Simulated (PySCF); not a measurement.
# One shape, several levels: doublet BCl2F+

Wanted: a comparison of 6 runs (UHF/3-21G, UB3LYP/6-31G*, U-wB97X/6-311+G**, UB2PLYP/6-311+G**, UCAM-B3LYP/6-311+G**, USCS-MP2/6-311+G**) of doublet BCl2F+. Input form: a Python script.

The calculation is run with PySCF 2.14.0.

1 further run of the same task is left out (set aside as unsound or not needed).

**1. The system as given**

BCl2F+: 4 atoms, total charge +1, spin state doublet. SMILES of the parent species: `FB(Cl)Cl`. The coordinates come from a PBE0-D4/def2-TZVP relaxation. That shape belongs to the parent species and isn't relaxed for this state.

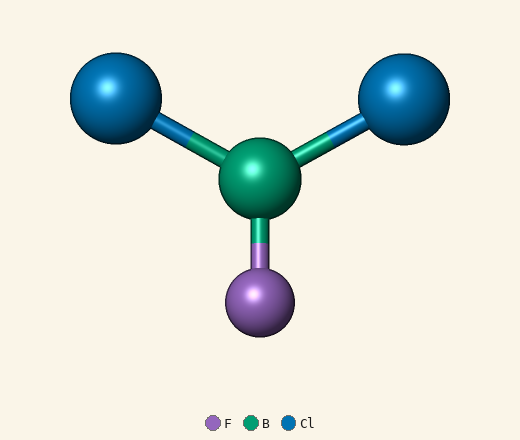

The structure, seen from a chosen angle (fluorine purple, boron teal, chlorine blue).

**2. The energy at UHF/3-21G (run 1)**

Input file run.py:

```python
from pyscf import gto

system = gto.Mole()
system.atom = '''
F      0.114370    -1.165320    -0.781190
B      0.007910    -0.080610    -0.054040
Cl    -1.549540     0.373780     0.571420
Cl     1.427260     0.872140     0.263810
'''
system.charge = 1
system.basis = '3-21g'
system.verbose = 4
system.max_memory = 1860
system.spin = 1
system.build()

hf = system.UHF()
hf.conv_tol = 1e-10
hf.kernel()
if not hf.converged:
    hf = hf.newton().run(hf.mo_coeff, hf.mo_occ)

e_final = hf.e_tot
print('E = %.10f Eh' % e_final)
```

Started as:

```bash
$ OMP_NUM_THREADS=1 python run.py
```

Log:

```text
PySCF version 2.14.0

[... 92 lines left out ...]
converged SCF energy = -1037.72106814969  <S^2> = 0.77624461  2S+1 = 2.0260746
E = -1037.7210681497 Eh
```

Run time: 0.72 s. Hardware: 1 thread of Arm Neoverse V2, shared host; peak memory 0.12 GiB.

**3. The energy at UB3LYP/6-31G(d) (spherical functions) (run 2)**

Input file input.py:

```python
from pyscf import gto, dft

molecule = gto.Mole()
molecule.atom = '''
F      0.114370    -1.165320    -0.781190
B      0.007910    -0.080610    -0.054040
Cl    -1.549540     0.373780     0.571420
Cl     1.427260     0.872140     0.263810
'''
molecule.basis = '6-31g*'
molecule.max_memory = 1860
molecule.spin = 1
molecule.charge = 1
molecule.verbose = 4
molecule.build()

myscf = dft.UKS(molecule)
myscf.xc = 'b3lyp'
myscf.grids.level = 5
myscf.conv_tol = 1e-10
myscf.kernel()
if not myscf.converged:
    myscf = myscf.newton().run(myscf.mo_coeff, myscf.mo_occ)

e_tot = myscf.e_tot
print('E = %.10f Eh' % e_tot)
```

Started as:

```bash
$ OMP_NUM_THREADS=1 python input.py
```

Log:

```text
PySCF version 2.14.0

[... 53 lines left out ...]
WARN: HOMO -0.360016539959939 >= LUMO -0.360016539959938
[... 54 lines left out ...]
converged SCF energy = -1044.7853562848  <S^2> = 0.75359761  2S+1 = 2.0035944
E = -1044.7853562848 Eh
```

It took 17 s on 1 thread of Arm Neoverse V2, shared host; peak memory 0.35 GiB.

Runs 3 to 5 aren't shown in full; the table further down has their settings and results.

**4. A single-point energy at USCS-MP2/6-311+G(d,p) (run 6)**

Input file job.py:

```python
from pyscf import gto, scf, mp

mol = gto.M(
    atom=[
    ('F', (0.114370, -1.165320, -0.781190)),
    ('B', (0.007910, -0.080610, -0.054040)),
    ('Cl', (-1.549540, 0.373780, 0.571420)),
    ('Cl', (1.427260, 0.872140, 0.263810)),
],
    charge=1,
    basis='6-311+g**',
    max_memory=1860,
    verbose=4,
    spin=1,
)

mf = scf.UHF(mol)
mf.conv_tol = 1e-10
mf.kernel()
if not mf.converged:
    mf = mf.newton().run(mf.mo_coeff, mf.mo_occ)

pt = mp.MP2(mf, frozen=12).run()
e_final = mf.e_tot + 1.2 * pt.e_corr_os + pt.e_corr_ss / 3
print('E = %.10f Eh' % e_final)
```

Started as:

```bash
$ OMP_NUM_THREADS=1 python job.py
```

Log:

```text
PySCF version 2.14.0

[... 96 lines left out ...]
converged SCF energy = -1042.8828920863  <S^2> = 0.78411359  2S+1 = 2.0338275
[... 1 line left out ...]
******** <class 'pyscf.mp.ump2.UMP2'> ********
nocc = (np.int64(12), np.int64(11)), nmo = (92, 92)
frozen orbitals 12
E(UMP2) = -1043.44538056394  E_corr = -0.562488477644871
E(SCS-UMP2) = -1043.42329229616  E_corr = -0.540400209860116
E_corr(same-spin) = -0.155291496131225
E_corr(oppo-spin) = -0.407196981513645
E = -1043.4232922962 Eh
```

Wall time 4.5 s (1 thread of Arm Neoverse V2, shared host); peak memory 0.28 GiB.

**5. All runs side by side**

| run | level | integration grid | frozen core orbitals | energy (Eh) | HOMO energy (eV) | LUMO energy (eV) | ⟨S²⟩ | wall time |
| --- | --- | --- | --- | --- | --- | --- | --- | --- |
| 1 | UHF/3-21G | – | – | -1037.721068 | -18.55 | -11.55 | 0.776 | 0.72 s |
| 2 | UB3LYP/6-31G* (spherical functions) | 5 | – | -1044.785356 | -16.46 | -14.49 | 0.754 | 17 s |
| 3 | U-wB97X/6-311+G** | 5 | – | -1044.809521 | -18.58 | -12.59 | 0.758 | 42 s |
| 4 | UB2PLYP/6-311+G** | 5 | 12 | -1044.474482 | -17.14 | -13.17 | 0.762 | 31 s |
| 5 | UCAM-B3LYP/6-311+G** | 5 | – | -1044.838171 | -17.72 | -13.43 | 0.757 | 43 s |
| 6 | USCS-MP2/6-311+G** | – | 12 | -1043.423292 | -18.00 | -10.91 | 0.784 | 4.5 s |

**6. Results**

```
                                                         quantity           value
                                              run 6: total energy  -1043.42329 Eh
run 6: HOMO energy (Hartree–Fock orbitals) (highest over α and β)       -18.00 eV
 run 6: LUMO energy (Hartree–Fock orbitals) (lowest over α and β)       -10.91 eV
              run 6: correlation energy (12 core orbitals frozen)      -540.4 mEh
                         run 6: ⟨S²⟩ of the reference determinant           0.784
```

In words: Totals of different functionals can't be ranked against each other. All runs together took 2.3 min, the longest 43 s.
